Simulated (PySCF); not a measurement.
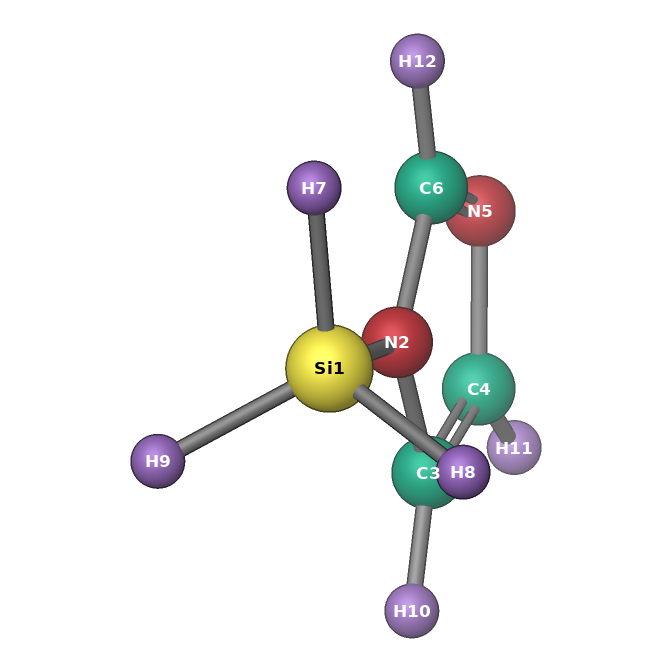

N2 lies behind Si1. The molecule seen a little off the Si1–N2 bond, Si1 in front. Distant atoms are faded towards the background colour. The geometry was computed by an optimisation with PBE0-D3(BJ)/def2-SVP. No frequency run is at hand to confirm it as a minimum.

What is the torsion angle H7–Si1–N2–C3? The sign is positive where the front bond must turn clockwise to cover the back bond.

180°, antiperiplanar (anti).
